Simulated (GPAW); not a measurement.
CdF2 (Fm-3m): refractive index against wavelength

The refractive index of CdF2 (Fm-3m) below the direct gap (3.53 eV on the mesh) is read from one computed spectrum, n = √(Re ε).

Cell: a, b, c = 3.810, 3.810, 3.810 Å (primitive vectors), 3 atoms.

Method: GPAW 26.7.0, PBE, RPA, k-mesh 16×16×16, local fields up to 50 eV, Lorentzian half width 0.15 eV.

Launch of the response step: `OMP_NUM_THREADS=1 python df.py`. The run took 1.8 min, its band step included, on 1 thread of Arm Neoverse V2, with other jobs on the host.

```tsv
wavelength (nm)	photon energy E (eV)	n
1550	0.800	1.6262
1310	0.946	1.6280
1064	1.165	1.6314
850	1.459	1.6371
700	1.771	1.6450
633	1.959	1.6508
532	2.331	?
```

In the single-oscillator model n² − 1 = E₀E_d/(E₀² − E²), so 1/(n² − 1) = E₀/E_d − E²/(E₀E_d) is linear in E².

Working, on the rows shown:

| x = E² (eV²) | y = 1/(n² − 1) |
| --- | --- |
| 0.639837 | 0.608078 |
| 0.895757 | 0.60592 |
| 1.35784 | 0.601878 |
| 2.12762 | 0.595204 |
| 3.13716 | 0.586158 |
| 3.83641 | 0.579663 |

Means: x̄ = 1.9991, ȳ = 0.59615. Σ(x − x̄)(y − ȳ) = -0.07245, Σ(x − x̄)² = 8.164. Slope = -0.07245 / 8.164 = -0.008875; intercept = ȳ − slope · x̄ = 0.61389. Turned back into n, the line misses the rows shown by at most 0.00017.

Q: What does the fit predict for the withheld row, and how well does it do?

A: At x = 5.4314 the line gives y = 0.56569, that is 1.6637. The run gave 1.6651, so the extrapolation is off by 0.0014, 4 % of the range in the table.

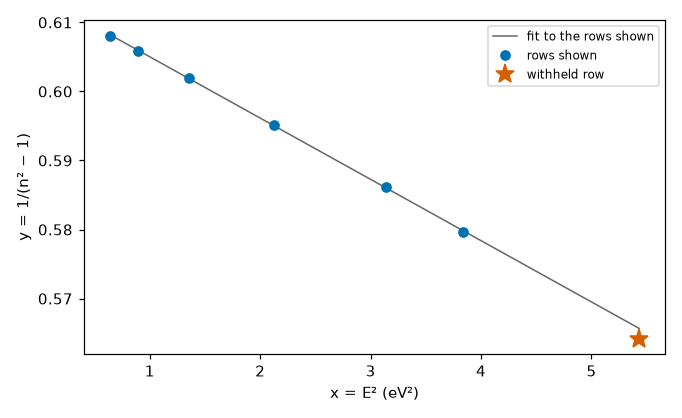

Refitted with all rows, the slope is -0.009122 and the intercept 0.61429. These give E₀ = √(intercept/−slope) = 8.21 eV and E_d = E₀/intercept = 13.4 eV; E₀ is 2.3 times the direct gap. The electronic limit at long wavelengths, without lattice vibrations, is n = √(1 + 1/intercept) = 1.621. Excitons are left out; PBE gaps are as a rule too small. The values come from a sum over the points of one k-mesh and carry its error, which grows as the direct gap shrinks. This version of GPAW has incomplete matrix elements in the optical limit, which can lower ε − 1 by up to a tenth where first-row anions or d states rule. Spin-orbit coupling is left out.

[Logs are printed without paths, hosts, clocks, repeated set-up lines and the standing remarks that a program may print on its own settings, such as how far it seeks lower states.]
